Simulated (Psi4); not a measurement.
# Run report: NaRb, geometry relaxation (part 2 of 4)

Continued. System: NaRb, SMILES [Na][Rb]. Method: SCAN/def2-TZVPPD, RKS, core potentials def2 (Psi4 1.11). The geometry comes from this level: PBE0-D4/def2-TZVP.

Geometry of the input (Å):
```
Na 0.0000  0.0000  -0.2110
Rb -0.0000  -0.0000  3.4891
```

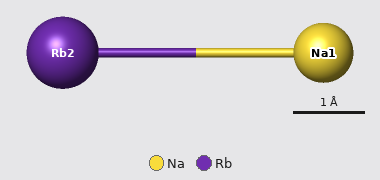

Figure 1. The starting structure (ball-and-stick view, seen on its broad side; atoms are numbered from 1 in the order of the input). Sticks mark near contacts.

**The program's output, continued**
```
       Center              X                  Y                   Z               Mass
    ------------   -----------------  -----------------  -----------------  -----------------
         NA           0.000000000000     0.000000000000    -2.875718727704    22.989769282000
         RB           0.000000000000     0.000000000000     0.778597533675    84.911789737900

  Running in c1 symmetry.

  Rotational constants: A = ************  B =      0.06978  C =      0.06978 [cm^-1]
  Rotational constants: A = ************  B =   2091.84764  C =   2091.84764 [MHz]
  Nuclear repulsion =   14.336072772357404

  Charge       = 0
  Multiplicity = 1
  Electrons    = 20
  Nalpha       = 10
  Nbeta        = 10

  ==> Algorithm <==

  SCF Algorithm Type is PK.
  DIIS enabled.
  MOM disabled.
  Fractional occupation disabled.
  Guess Type is READ.
  Energy threshold   = 1.00e-08
  Density threshold  = 1.00e-08
  Integral threshold = 1.00e-12

   => Molecular Quadrature <=

    Radial Scheme          =       TREUTLER
    Pruning Scheme         =           NONE
    Nuclear Scheme         =       TREUTLER

    Blocking Scheme        =         OCTREE
    BS radius alpha        =              1
    Pruning alpha          =              1
    Radial Points          =             99
    Spherical Points       =            590
    Total Points           =         111686
    Total Blocks           =           1106
    Max Points             =            256
    Max Functions          =             74
    Weights Tolerance      =       1.00E-15

   => Loading Basis Set <=

    Name: DEF2-TZVPPD
    Role: ORBITAL
    Keyword: BASIS

    !!!  WARNING: ECP capability is in beta. Please check occupations closely.  !!!

  Reading orbitals from file scr/psi4.default.15240.180.npy, no projection.

  ==> Integral Setup <==

  Using in-core PK algorithm.
   Calculation information:
      Number of atoms:                   2
      Number of AO shells:              27
      Number of primitives:             44
      Number of atomic orbitals:        84
      Number of basis functions:        75

      Integral cutoff                 1.00e-12
      Number of threads:                 1

  Performing in-core PK
  Using 8125350 doubles for integral storage.
  We computed 67463 shell quartets total.
  Whereas there are 71631 unique shell quartets.

  ==> DiskJK: Disk-Based J/K Matrices <==

    J tasked:                  Yes
    K tasked:                   No
    wK tasked:                  No
    Memory [MiB]:              673
    Schwarz Cutoff:          1E-12

  Cached 100.0% of DFT collocation blocks in 0.459 [GiB].

  Minimum eigenvalue in the overlap matrix is 1.2782445219E-03.
  Reciprocal condition number of the overlap matrix is 3.0404237166E-04.
    Using symmetric orthogonalization.

  ==> Pre-Iterations <==

  SCF Guess: Orbitals guess was supplied from a previous computation.

   -------------------------------------------------------
    Irrep   Nso     Nmo     Nalpha   Nbeta   Ndocc  Nsocc
   -------------------------------------------------------
     A         75      75      10      10      10       0
   -------------------------------------------------------
    Total      75      75      10      10      10       0
   -------------------------------------------------------

  ==> Iterations <==

                        Total Energy        Delta E     RMS |[F,P]|

   @RKS iter   0:  -186.38226604530433   -1.86382e+02   1.69533e-04
   @RKS iter   1:  -186.38147100497397    7.95040e-04   1.06478e-05 DIIS
   @RKS iter   2:  -186.38146979243976    1.21253e-06   1.59358e-05 DIIS
   @RKS iter   3:  -186.38147300298007   -3.21054e-06   2.62996e-06 DIIS
   @RKS iter   4:  -186.38147301895805   -1.59780e-08   1.18613e-06 DIIS
   @RKS iter   5:  -186.38147303821120   -1.92532e-08   1.81137e-07 DIIS
   @RKS iter   6:  -186.38147303854939   -3.38190e-10   6.36838e-08 DIIS
   @RKS iter   7:  -186.38147303863937   -8.99831e-11   2.31757e-08 DIIS
   @RKS iter   8:  -186.38147303864838   -9.00968e-12   6.63303e-09 DIIS
  Energy and wave function converged.

  ==> Post-Iterations <==

   Electrons on quadrature grid:
      Ntotal   =   20.0000001376 ; deviation = 1.376e-07

    Final Occupation by Irrep:
              A
    DOCC [    10 ]
    NA   [    10 ]
    NB   [    10 ]

  @RKS Final Energy:  -186.38147303864838

   => Energetics <=

    Nuclear Repulsion Energy =             14.3360727723574044
    One-Electron Energy =                -296.4186477225029535
    Two-Electron Energy =                 113.8402686272377338
    DFT Exchange-Correlation Energy =     -18.1391667157405401
    Empirical Dispersion Energy =           0.0000000000000000
    VV10 Nonlocal Energy =                  0.0000000000000000
    Total Energy =                       -186.3814730386483802

Computation Completed

Properties will be evaluated at   0.000000,   0.000000,   0.000000 [a0]

Properties computed using the SCF density matrix

 Multipole Moments:

 ------------------------------------------------------------------------------------
     Multipole            Electronic (a.u.)      Nuclear  (a.u.)        Total (a.u.)
 ------------------------------------------------------------------------------------

 L = 1.  Multiply by 2.5417464519 to convert [e a0] to [Debye]
 Dipole X            :         -0.0000000            0.0000000           -0.0000000
 Dipole Y            :          0.0000000            0.0000000            0.0000000
 Dipole Z            :         47.9466285          -46.5355040            1.4111245
 Magnitude           :                                                    1.4111245

 ------------------------------------------------------------------------------------

	total time  =          6 seconds =       0.10 minutes

         ------------------------------------------------------------
                                   SCF GRAD
         ------------------------------------------------------------

  ==> Geometry <==

    Molecular point group: c1
    Full point group: C_inf_v

    Geometry (in Angstrom), charge = 0, multiplicity = 1:

       Center              X                  Y                   Z               Mass
    ------------   -----------------  -----------------  -----------------  -----------------
         NA           0.000000000000     0.000000000000    -2.875718727704    22.989769282000
         RB           0.000000000000     0.000000000000     0.778597533675    84.911789737900

  Nuclear repulsion =   14.336072772357404

   => Molecular Quadrature <=

    Radial Scheme          =       TREUTLER
    Pruning Scheme         =           NONE
    Nuclear Scheme         =       TREUTLER

    Blocking Scheme        =         OCTREE
    BS radius alpha        =              1
    Pruning alpha          =              1
    Radial Points          =             99
    Spherical Points       =            590
    Total Points           =         111686
    Total Blocks           =           1106
    Max Points             =            256
    Max Functions          =             74
    Weights Tolerance      =       1.00E-15

  -Total Gradient:
     Atom            X                  Y                   Z
    ------   -----------------  -----------------  -----------------
       1       -0.000000000000     0.000000000000    -0.001962807904
       2        0.000000000000    -0.000000000000    -0.000800014219

	total time  =          2 seconds =       0.03 minutes

    			-----------------------------------------

    			 OPTKING 3.0: for geometry optimizations

    			        with contributions from

    			-----------------------------------------

	                            ===> Fragment 1 <==

	 Z (Atomic Numbers)          Masses                          Geom
	      11.000000            22.989769          0.00000000  0.00000000 -5.43432081
	      37.000000            84.911790          0.00000000  0.00000000  1.47133610

	 - Coordinate -           - BOHR/RAD -       - ANG/DEG -
	 R(1,2)           =         6.905657           3.654316

	        --- Internal Coordinate Step in ANG or DEG, aJ/ANG or AJ/DEG ---
	-------------------------------------------------------------------------------
	           Coordinate      Previous         Force          Change          New
	           ----------      --------        ------          ------        ------
	               R(1,2)       3.65432       -0.00479       -0.03866       3.61565
	-------------------------------------------------------------------------------

	                                 ==> Convergence Check <==

	Measures of convergence in internal coordinates in au.

	Criteria marked as inactive (o), active & met (*), and active & unmet ( ).

	----------------------------------------------------------------------------------------------
	   Step    Total Energy     Delta E     Max Force     RMS Force      Max Disp      RMS Disp
	----------------------------------------------------------------------------------------------
	  Convergence Criteria              o    1.50e-05 *    1.00e-05 *    6.00e-05 *    4.00e-05 *
	----------------------------------------------------------------------------------------------
	     2    -186.38147304    7.14e-05 o    5.81e-04      5.81e-04      7.31e-02      7.31e-02    ~
	----------------------------------------------------------------------------------------------

Next Geometry in Ang
	Fragment 1 (Ang)

	   Na   0.0000000000   0.0000000000  -2.8563872612
	   Rb   0.0000000000   0.0000000000   0.7592660672

    Structure for next step:
    Molecular point group: c1
    Full point group: C_inf_v

    Geometry (in Angstrom), charge = 0, multiplicity = 1:

    NA           0.000000000000     0.000000000000    -2.845293413559
    RB           0.000000000000     0.000000000000     0.770359914910

gradient() will perform analytic gradient computation.

  ==> Geometry <==

    Molecular point group: c1
    Full point group: C_inf_v

    Geometry (in Angstrom), charge = 0, multiplicity = 1:

       Center              X                  Y                   Z               Mass
    ------------   -----------------  -----------------  -----------------  -----------------
         NA           0.000000000000     0.000000000000    -2.845293413559    22.989769282000
         RB           0.000000000000     0.000000000000     0.770359914910    84.911789737900

  Running in c1 symmetry.

  Rotational constants: A = ************  B =      0.07128  C =      0.07128 [cm^-1]
  Rotational constants: A = ************  B =   2136.82396  C =   2136.82396 [MHz]
  Nuclear repulsion =   14.489371379674315

  Charge       = 0
  Multiplicity = 1
  Electrons    = 20
  Nalpha       = 10
  Nbeta        = 10

   => Molecular Quadrature <=

    Radial Scheme          =       TREUTLER
    Pruning Scheme         =           NONE
    Nuclear Scheme         =       TREUTLER

    Blocking Scheme        =         OCTREE
    BS radius alpha        =              1
    Pruning alpha          =              1
    Radial Points          =             99
    Spherical Points       =            590
    Total Points           =         111689
    Total Blocks           =           1113
    Max Points             =            256
    Max Functions          =             74
    Weights Tolerance      =       1.00E-15

  ==> Integral Setup <==

  Using in-core PK algorithm.
   Calculation information:
      Number of atoms:                   2
      Number of AO shells:              27
      Number of primitives:             44
      Number of atomic orbitals:        84
      Number of basis functions:        75

      Integral cutoff                 1.00e-12
      Number of threads:                 1

  Performing in-core PK
  Using 8125350 doubles for integral storage.
  We computed 67569 shell quartets total.
  Whereas there are 71631 unique shell quartets.

  ==> DiskJK: Disk-Based J/K Matrices <==

    J tasked:                  Yes
    K tasked:                   No
    wK tasked:                  No
    Memory [MiB]:              672
    Schwarz Cutoff:          1E-12

  Cached 100.0% of DFT collocation blocks in 0.461 [GiB].

  Minimum eigenvalue in the overlap matrix is 1.2170778098E-03.
  Reciprocal condition number of the overlap matrix is 2.8891412315E-04.
    Using symmetric orthogonalization.

  ==> Iterations <==

                        Total Energy        Delta E     RMS |[F,P]|

   @RKS iter   0:  -186.38202085905021   -1.86382e+02   1.46769e-04
   @RKS iter   1:  -186.38136385198646    6.57007e-04   9.08614e-06 DIIS
   @RKS iter   2:  -186.38136296012155    8.91865e-07   1.37673e-05 DIIS
   @RKS iter   3:  -186.38136532176026   -2.36164e-06   2.11282e-06 DIIS
   @RKS iter   4:  -186.38136533359148   -1.18312e-08   9.56355e-07 DIIS
   @RKS iter   5:  -186.38136534532632   -1.17348e-08   1.54088e-07 DIIS
   @RKS iter   6:  -186.38136534557233   -2.46018e-10   5.21338e-08 DIIS
   @RKS iter   7:  -186.38136534563145   -5.91172e-11   1.91558e-08 DIIS
   @RKS iter   8:  -186.38136534563787   -6.42331e-12   5.38763e-09 DIIS
  Energy and wave function converged.

  ==> Post-Iterations <==

   Electrons on quadrature grid:
      Ntotal   =   20.0000001083 ; deviation = 1.083e-07

    Final Occupation by Irrep:
              A
    DOCC [    10 ]
    NA   [    10 ]
    NB   [    10 ]

  @RKS Final Energy:  -186.38136534563787

   => Energetics <=

    Nuclear Repulsion Energy =             14.4893713796743153
    One-Electron Energy =                -296.7249972679060761
    Two-Electron Energy =                 113.9942167165963554
    DFT Exchange-Correlation Energy =     -18.1399561740024637
    Empirical Dispersion Energy =           0.0000000000000000
    VV10 Nonlocal Energy =                  0.0000000000000000
    Total Energy =                       -186.3813653456378745

Computation Completed

Properties will be evaluated at   0.000000,   0.000000,   0.000000 [a0]

Properties computed using the SCF density matrix

 Multipole Moments:

 ------------------------------------------------------------------------------------
     Multipole            Electronic (a.u.)      Nuclear  (a.u.)        Total (a.u.)
 ------------------------------------------------------------------------------------

 L = 1.  Multiply by 2.5417464519 to convert [e a0] to [Debye]
 Dipole X            :         -0.0000000            0.0000000           -0.0000000
 Dipole Y            :          0.0000000            0.0000000            0.0000000
 Dipole Z            :         47.4442178          -46.0431550            1.4010628
 Magnitude           :                                                    1.4010628

 ------------------------------------------------------------------------------------

	total time  =          5 seconds =       0.08 minutes

         ------------------------------------------------------------
                                   SCF GRAD
         ------------------------------------------------------------

  ==> Geometry <==

    Molecular point group: c1
    Full point group: C_inf_v

    Geometry (in Angstrom), charge = 0, multiplicity = 1:

       Center              X                  Y                   Z               Mass
    ------------   -----------------  -----------------  -----------------  -----------------
         NA           0.000000000000     0.000000000000    -2.845293413559    22.989769282000
         RB           0.000000000000     0.000000000000     0.770359914910    84.911789737900

  Nuclear repulsion =   14.489371379674315

   => Molecular Quadrature <=

    Radial Scheme          =       TREUTLER
    Pruning Scheme         =           NONE
    Nuclear Scheme         =       TREUTLER

    Blocking Scheme        =         OCTREE
    BS radius alpha        =              1
    Pruning alpha          =              1
    Radial Points          =             99
    Spherical Points       =            590
    Total Points           =         111689
    Total Blocks           =           1113
    Max Points             =            256
    Max Functions          =             74
    Weights Tolerance      =       1.00E-15

  -Total Gradient:
     Atom            X                  Y                   Z
    ------   -----------------  -----------------  -----------------
       1       -0.000000000000    -0.000000000000    -0.001388500905
       2        0.000000000000    -0.000000000000    -0.001408098324

	total time  =          2 seconds =       0.03 minutes

    			-----------------------------------------

    			 OPTKING 3.0: for geometry optimizations

    			        with contributions from

    			-----------------------------------------

	                            ===> Fragment 1 <==
```
